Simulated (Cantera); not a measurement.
Charge: 1 mol SiH₂Cl₂, 0.0059 mol C₂H₄, 1100 mol H₂, 0.01 mol C₃H₈, held at 750 Torr.

Equilibrium computed with Cantera from the NASA thermochemical tables; the gas is ideal and each condensed phase is pure. Candidate condensed phases: C, C₆H₆, C₇H₈, C₈H₁₈, Si, SiC; 109 gas species. Mutual solubility and eutectic melting of coexisting phases are not modelled. Gases not in the tables: Si₂H₆ and higher silanes. Kinetics and transport are ignored.

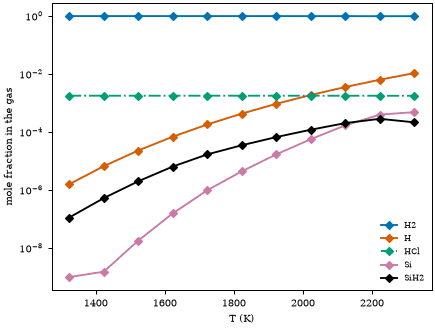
Equilibrium gas composition (values under 1e-9 drawn at 1e-9)

Task: Read off the mole fractions at 1823 K.

Result: H₂ about 1.00, HCl about 0.0018, H about 0.00043, SiH₂ about 3.5e-5, Si about 4.4e-6.
